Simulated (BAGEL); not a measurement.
# A workflow on C2H7AlO (SMILES C[CH2][AlH][OH])

Aim: a single-point energy (HF/def2-SV(P)), then the energy (NEVPT2(2,2)/def2-SV(P)), then a single-point energy (CASPT2(2,2)/def2-SV(P)) of C2H7AlO. 

The calculation is run with BAGEL 1.2.2.

1 further run of the same task is left out (set aside as unsound or not needed).

## (1) The structure to begin with

C2H7AlO: 11 atoms, total charge 0, spin state singlet. As SMILES, `C[CH2][AlH][OH]`. One bond was lengthened or shortened from a relaxed shape.

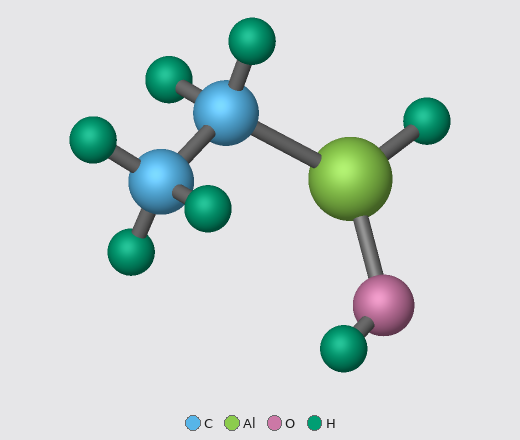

Viewed from a chosen angle; carbon blue, aluminium green, oxygen pink, hydrogen teal.

## (2) The energy at HF/def2-SV(P) (density fitting with svp-jkfit) (run 1)

Contents of input.json:

```json
{ "bagel": [

{
  "title": "molecule",
  "basis": "def2-sv_p_.json",
  "df_basis": "svp-jkfit",
  "geometry": [
    { "atom": "C", "xyz": [    -2.28288364,     1.32103194,     0.14552781 ] },
    { "atom": "C", "xyz": [     0.15013874,     0.48690683,     1.46002130 ] },
    { "atom": "Al", "xyz": [     2.18839734,    -2.03757830,    -0.31594331 ] },
    { "atom": "O", "xyz": [     1.25884106,    -3.22602706,    -3.15336709 ] },
    { "atom": "H", "xyz": [    -3.56676357,    -0.26879464,    -0.16646597 ] },
    { "atom": "H", "xyz": [    -3.32412274,     2.73001174,     1.24383663 ] },
    { "atom": "H", "xyz": [    -1.90304869,     2.15988137,    -1.70508098 ] },
    { "atom": "H", "xyz": [    -0.27542758,    -0.26520416,     3.34729078 ] },
    { "atom": "H", "xyz": [     1.54730775,     2.37500779,     1.88575770 ] },
    { "atom": "H", "xyz": [     4.77316473,    -3.12379287,     0.72378400 ] },
    { "atom": "H", "xyz": [    -0.26503409,    -2.72203710,    -3.98201199 ] }
  ]
},

{ "title": "hf" },

{ "title": "print", "file": "orbitals.molden", "orbitals": "true" }

]}
```

The basis set def2-SV(P) is read from a file made from the Basis Set Exchange's data (not shown).

The run is started by

```bash
$ BAGEL_NUM_THREADS=1 BAGEL input.json > input.out
```

Standard output:

```text
* using 1 threads per process

  ===============================================================
  ===============================================================

  *** Geometry ***

  { "atom" : "C", "xyz" : [     -2.282884,      1.321032,      0.145528 ] },
  { "atom" : "C", "xyz" : [      0.150139,      0.486907,      1.460021 ] },
  { "atom" : "Al", "xyz" : [      2.188397,     -2.037578,     -0.315943 ] },
  { "atom" : "O", "xyz" : [      1.258841,     -3.226027,     -3.153367 ] },
  { "atom" : "H", "xyz" : [     -3.566764,     -0.268795,     -0.166466 ] },
  { "atom" : "H", "xyz" : [     -3.324123,      2.730012,      1.243837 ] },
  { "atom" : "H", "xyz" : [     -1.903049,      2.159881,     -1.705081 ] },
  { "atom" : "H", "xyz" : [     -0.275428,     -0.265204,      3.347291 ] },
  { "atom" : "H", "xyz" : [      1.547308,      2.375008,      1.885758 ] },
  { "atom" : "H", "xyz" : [      4.773165,     -3.123793,      0.723784 ] },
  { "atom" : "H", "xyz" : [     -0.265034,     -2.722037,     -3.982012 ] },

  Number of auxiliary basis functions:      481

  Since a DF basis is specified, we compute 2- and 3-index integrals:
    o Being stored without compression. Storage requirement is 0.021 GB

  Number of basis functions:       74
  Number of electrons      :       40

    * METHOD: MOLECULE                             0.26

  *** RHF ***

  === Nuclear Repulsion ===
   154.0396137322

      * DIIS with orbital gradients will be used.

  === RHF iteration (def2-sv_p_.json) ===
      0       -396.13848576          0.02365928           0.09
      1       -396.31652878          0.01500197           0.07
      2       -396.40711454          0.00184386           0.08
      3       -396.40898770          0.00069152           0.09
      4       -396.40921485          0.00008939           0.08
      5       -396.40922151          0.00002057           0.07
      6       -396.40922191          0.00000696           0.12
      7       -396.40922195          0.00000179           0.09
      8       -396.40922195          0.00000050           0.06
      9       -396.40922195          0.00000017           0.06
     10       -396.40922195          0.00000006           0.06
     11       -396.40922195          0.00000002           0.06
     12       -396.40922195          0.00000001           0.06
    * SCF iteration converged.

    * Permanent dipole moment:
           (    0.645280,    -0.452602,    -0.140050) a.u.

    * METHOD: HF                                   1.35

    * METHOD: PRINT                                0.01

  ===============================================================
```

It took 1.8 s on 1 thread of Arm Neoverse V1, shared host; peak memory 0.15 GiB.

## (3) The energy at NEVPT2(2,2)/def2-SV(P) (density fitting with svp-jkfit) (run 2)

Contents of calc.json:

```json
{ "bagel": [

{
  "title": "molecule",
  "basis": "def2-sv_p_.json",
  "df_basis": "svp-jkfit",
  "angstrom": false,
  "geometry": [
    { "atom": "C", "xyz": [    -2.28288364,     1.32103194,     0.14552781 ] },
    { "atom": "C", "xyz": [     0.15013874,     0.48690683,     1.46002130 ] },
    { "atom": "Al", "xyz": [     2.18839734,    -2.03757830,    -0.31594331 ] },
    { "atom": "O", "xyz": [     1.25884106,    -3.22602706,    -3.15336709 ] },
    { "atom": "H", "xyz": [    -3.56676357,    -0.26879464,    -0.16646597 ] },
    { "atom": "H", "xyz": [    -3.32412274,     2.73001174,     1.24383663 ] },
    { "atom": "H", "xyz": [    -1.90304869,     2.15988137,    -1.70508098 ] },
    { "atom": "H", "xyz": [    -0.27542758,    -0.26520416,     3.34729078 ] },
    { "atom": "H", "xyz": [     1.54730775,     2.37500779,     1.88575770 ] },
    { "atom": "H", "xyz": [     4.77316473,    -3.12379287,     0.72378400 ] },
    { "atom": "H", "xyz": [    -0.26503409,    -2.72203710,    -3.98201199 ] }
  ]
},

{ "title": "hf" },

{ "title": "nevpt2", "nstate": 1, "nact": 2, "nclosed": 19, "active": [11, 25], "maxiter": 200, "natocc": true, "ncore": 8 },

{ "title": "print", "file": "orbitals.molden", "orbitals": true }

]}
```

The basis set def2-SV(P) is read from a file made from the Basis Set Exchange's data (not shown).

The run is started by

```bash
$ BAGEL_NUM_THREADS=1 BAGEL calc.json > calc.out
```

Standard output:

```text
* using 1 threads per process

  ===============================================================
  ===============================================================

  *** Geometry ***

  { "atom" : "C", "xyz" : [     -2.282884,      1.321032,      0.145528 ] },
  { "atom" : "C", "xyz" : [      0.150139,      0.486907,      1.460021 ] },
  { "atom" : "Al", "xyz" : [      2.188397,     -2.037578,     -0.315943 ] },
  { "atom" : "O", "xyz" : [      1.258841,     -3.226027,     -3.153367 ] },
  { "atom" : "H", "xyz" : [     -3.566764,     -0.268795,     -0.166466 ] },
  { "atom" : "H", "xyz" : [     -3.324123,      2.730012,      1.243837 ] },
  { "atom" : "H", "xyz" : [     -1.903049,      2.159881,     -1.705081 ] },
  { "atom" : "H", "xyz" : [     -0.275428,     -0.265204,      3.347291 ] },
  { "atom" : "H", "xyz" : [      1.547308,      2.375008,      1.885758 ] },
  { "atom" : "H", "xyz" : [      4.773165,     -3.123793,      0.723784 ] },
  { "atom" : "H", "xyz" : [     -0.265034,     -2.722037,     -3.982012 ] },

  Number of auxiliary basis functions:      481

  Since a DF basis is specified, we compute 2- and 3-index integrals:
    o Being stored without compression. Storage requirement is 0.021 GB

  Number of basis functions:       74
  Number of electrons      :       40

    * METHOD: MOLECULE                             0.52

  *** RHF ***

  === Nuclear Repulsion ===
   154.0396137322

      * DIIS with orbital gradients will be used.

  === RHF iteration (def2-sv_p_.json) ===
      0       -396.13848576          0.02365928           0.09
      1       -396.31652878          0.01500197           0.06
      2       -396.40711454          0.00184386           0.07
      3       -396.40898770          0.00069152           0.07
      4       -396.40921485          0.00008939           0.09
      5       -396.40922151          0.00002057           0.07
      6       -396.40922191          0.00000696           0.07
      7       -396.40922195          0.00000179           0.07
      8       -396.40922195          0.00000050           0.07
      9       -396.40922195          0.00000017           0.07
     10       -396.40922195          0.00000006           0.06
     11       -396.40922195          0.00000002           0.07
     12       -396.40922195          0.00000001           0.07
    * SCF iteration converged.

    * Permanent dipole moment:
           (    0.645280,    -0.452602,    -0.140050) a.u.

    * METHOD: HF                                   1.35

    * freezing 8 orbitals
  ---------------------------
      CASSCF calculation
  ---------------------------

    ==== Active orbitals : =====
         Orbital 11
         Orbital 25
    ============================

    * nstate   :      1
    * nclosed  :     19
    * nact     :      2
    * nvirt    :     53
  === CASSCF iteration (def2-sv_p_.json) ===

    * Using the second-order algorithm

      0  0      -396.40926951     1.19e-05      0.03

      1  0      -396.40975037     1.03e-04      0.26

      2  0      -396.41931512     9.59e-04      0.30

      3  0      -396.42811735     7.81e-04      0.33

      4  0      -396.42940288     1.26e-04      0.36

      5  0      -396.42942295     2.04e-05      0.47

      6  0      -396.42942333     3.75e-06      0.36

      7  0      -396.42942334     8.20e-07      0.65

      8  0      -396.42942334     2.00e-07      0.52

      9  0      -396.42942334     5.05e-08      0.54

     10  0      -396.42942334     1.29e-08      0.43

     11  0      -396.42942334     3.31e-09      0.62

    * Second-order optimization converged. *

     guess   0:   closed 1.                   open ..

  === FCI iteration ===

      0  0      -396.40891487     8.30e-02      0.00
      1  0      -396.42942211     5.05e-04      0.00
      2  0 *    -396.42942334     6.36e-16      0.00

     * ci vector, state   0, <S^2> = 0.0000
       2.     0.9924526624
       .2    -0.1226283524

  === DF-NEVPT2 calculation ===

    * 3-index integral transformation done
    * assembly done

      NEVPT2 correlation energy:   -0.4774740184      0.16

          (+0)     -0.4279402908
          (+0)'    -0.0160271106
          (+1)     -0.0047808145
          (+1)'    -0.0000000000
          (+2)     -0.0002680625
          (-1)     -0.0241210357
          (-1)'     0.0000000000
          (-2)     -0.0043367043

      NEVPT2 total energy:       -396.9068973598

    * METHOD: NEVPT2                               5.54

    * METHOD: PRINT                                0.01

  ===============================================================
```

It took 7.8 s on 1 thread of Arm Neoverse V1, shared host; peak memory 0.15 GiB.

## (4) The energy at CASPT2(2,2)/def2-SV(P) (density fitting with svp-jkfit) (run 3)

Contents of calc.json:

```json
{ "bagel": [

{
  "title": "molecule",
  "basis": "def2-sv_p_.json",
  "df_basis": "svp-jkfit",
  "geometry": [
    { "atom": "C", "xyz": [ -2.28288364,  1.32103194,  0.14552781 ] },
    { "atom": "C", "xyz": [  0.15013874,  0.48690683,  1.46002130 ] },
    { "atom": "Al", "xyz": [  2.18839734, -2.03757830, -0.31594331 ] },
    { "atom": "O", "xyz": [  1.25884106, -3.22602706, -3.15336709 ] },
    { "atom": "H", "xyz": [ -3.56676357, -0.26879464, -0.16646597 ] },
    { "atom": "H", "xyz": [ -3.32412274,  2.73001174,  1.24383663 ] },
    { "atom": "H", "xyz": [ -1.90304869,  2.15988137, -1.70508098 ] },
    { "atom": "H", "xyz": [ -0.27542758, -0.26520416,  3.34729078 ] },
    { "atom": "H", "xyz": [  1.54730775,  2.37500779,  1.88575770 ] },
    { "atom": "H", "xyz": [  4.77316473, -3.12379287,  0.72378400 ] },
    { "atom": "H", "xyz": [ -0.26503409, -2.72203710, -3.98201199 ] }
  ]
},
{ "title": "hf" },
{ "title": "casscf", "nstate": 1, "nact": 2, "nclosed": 19, "active": [11, 25], "maxiter": 200, "natocc": true },
{ "title": "print", "file": "orbitals.molden", "orbitals": true },
{ "title": "smith", "method": "caspt2", "ms": true, "xms": true, "sssr": true, "shift": 0.2, "shift_imag": true, "ncore": 8 }

]}
```

The basis set def2-SV(P) is read from a file made from the Basis Set Exchange's data (not shown).

The run is started by

```bash
$ BAGEL_NUM_THREADS=1 BAGEL calc.json > calc.out
```

Standard output:

```text
* using 1 threads per process

  ===============================================================
  ===============================================================

  *** Geometry ***

  { "atom" : "C", "xyz" : [     -2.282884,      1.321032,      0.145528 ] },
  { "atom" : "C", "xyz" : [      0.150139,      0.486907,      1.460021 ] },
  { "atom" : "Al", "xyz" : [      2.188397,     -2.037578,     -0.315943 ] },
  { "atom" : "O", "xyz" : [      1.258841,     -3.226027,     -3.153367 ] },
  { "atom" : "H", "xyz" : [     -3.566764,     -0.268795,     -0.166466 ] },
  { "atom" : "H", "xyz" : [     -3.324123,      2.730012,      1.243837 ] },
  { "atom" : "H", "xyz" : [     -1.903049,      2.159881,     -1.705081 ] },
  { "atom" : "H", "xyz" : [     -0.275428,     -0.265204,      3.347291 ] },
  { "atom" : "H", "xyz" : [      1.547308,      2.375008,      1.885758 ] },
  { "atom" : "H", "xyz" : [      4.773165,     -3.123793,      0.723784 ] },
  { "atom" : "H", "xyz" : [     -0.265034,     -2.722037,     -3.982012 ] },

  Number of auxiliary basis functions:      481

  Since a DF basis is specified, we compute 2- and 3-index integrals:
    o Being stored without compression. Storage requirement is 0.021 GB

  Number of basis functions:       74
  Number of electrons      :       40

    * METHOD: MOLECULE                             0.36

  *** RHF ***

  === Nuclear Repulsion ===
   154.0396137322

      * DIIS with orbital gradients will be used.

  === RHF iteration (def2-sv_p_.json) ===
      0       -396.13848576          0.02365928           0.10
      1       -396.31652878          0.01500197           0.09
      2       -396.40711454          0.00184386           0.11
      3       -396.40898770          0.00069152           0.11
      4       -396.40921485          0.00008939           0.14
      5       -396.40922151          0.00002057           0.09
      6       -396.40922191          0.00000696           0.06
      7       -396.40922195          0.00000179           0.06
      8       -396.40922195          0.00000050           0.09
      9       -396.40922195          0.00000017           0.08
     10       -396.40922195          0.00000006           0.09
     11       -396.40922195          0.00000002           0.08
     12       -396.40922195          0.00000001           0.13
    * SCF iteration converged.

    * Permanent dipole moment:
           (    0.645280,    -0.452602,    -0.140050) a.u.

    * METHOD: HF                                   1.52

  ---------------------------
      CASSCF calculation
  ---------------------------

    ==== Active orbitals : =====
         Orbital 11
         Orbital 25
    ============================

    * nstate   :      1
    * nclosed  :     19
    * nact     :      2
    * nvirt    :     53
  === CASSCF iteration (def2-sv_p_.json) ===

    * Using the second-order algorithm

      0  0      -396.40926951     1.19e-05      0.05

      1  0      -396.40975037     1.03e-04      0.55

      2  0      -396.41931512     9.59e-04      0.31

      3  0      -396.42811735     7.81e-04      0.37

      4  0      -396.42940288     1.26e-04      0.52

      5  0      -396.42942295     2.04e-05      0.42

      6  0      -396.42942333     3.75e-06      0.45

      7  0      -396.42942334     8.20e-07      0.46

      8  0      -396.42942334     2.00e-07      0.76

      9  0      -396.42942334     5.05e-08      0.39

     10  0      -396.42942334     1.29e-08      0.36

     11  0      -396.42942334     3.31e-09      0.62

    * Second-order optimization converged. *

     guess   0:   closed 1.                   open ..

  === FCI iteration ===

      0  0      -396.40891487     8.30e-02      0.00
      1  0      -396.42942211     5.05e-04      0.00
      2  0 *    -396.42942334     6.36e-16      0.00

     * ci vector, state   0, <S^2> = 0.0000
       2.     0.9924526624
       .2    -0.1226283524

    * METHOD: CASSCF                               5.57

    * METHOD: PRINT                                0.02

  === SMITH program ===

    * freezing 8 orbitals

    * Approximate memory requirement for SMITH calulation per MPI process:
      o Storage requirement for T-amplitude, lambda, and residual is 0.01 GB
      o Storage requirement for MO integrals is 0.00 GB
    * Calculating and saving rdm4f

    * Zeroth order energy : state  0       -1.0375097098

    * CASPT2 iteration is performed using orthogonal basis

      -------------------------------------------  CASPT2 iteration  ---------------------------------------------------
       #      aibj      arbs      arbi      airj      risj      airs      arst      rist         Etot      error   time
      ------------------------------------------------------------------------------------------------------------------

       0  -0.42678  -0.00530  -0.02478  -0.00521  -0.00039  -0.01395  -0.00000  -0.00000   -0.4764135  0.0015991   0.08
       1  -0.42700  -0.00535  -0.02491  -0.00534  -0.00042  -0.01436  -0.00000  -0.00000   -0.4773826  0.0003101   0.07
       2  -0.42702  -0.00535  -0.02490  -0.00535  -0.00043  -0.01438  -0.00000  -0.00000   -0.4774254  0.0000695   0.07
       3  -0.42702  -0.00535  -0.02490  -0.00534  -0.00043  -0.01438  -0.00000  -0.00000   -0.4774271  0.0000162   0.07
       4  -0.42702  -0.00535  -0.02490  -0.00534  -0.00043  -0.01438   0.00000  -0.00000   -0.4774272  0.0000036   0.07
       5  -0.42702  -0.00535  -0.02490  -0.00534  -0.00043  -0.01438  -0.00000   0.00000   -0.4774272  0.0000007   0.07

      ------------------------------------------------------------------------------------------------------------------

    * CASPT2 energy : state  0     -396.9092430162
        w/o shift correction       -396.9068505728
        reference weight              0.8646799092

    * METHOD: SMITH                                0.72

  ===============================================================
```

It took 8.4 s on 1 thread of Arm Neoverse V1, shared host; peak memory 0.15 GiB.

## (5) Outcome

| quantity | value |
| --- | --- |
| run 1, HF/def2-SV(P): total energy | -396.40922 Eh |
| run 1, HF/def2-SV(P): dipole moment | 2.03 D |
| run 1, HF/def2-SV(P): HOMO energy | -10.70 eV |
| run 1, HF/def2-SV(P): LUMO energy | 2.47 eV |
| run 1, HF/def2-SV(P): HOMO–LUMO gap | 13.17 eV |
| run 2, NEVPT2(2,2)/def2-SV(P): total energy | -396.90690 Eh |
| run 3, CASPT2(2,2)/def2-SV(P): total energy | -396.90924 Eh |
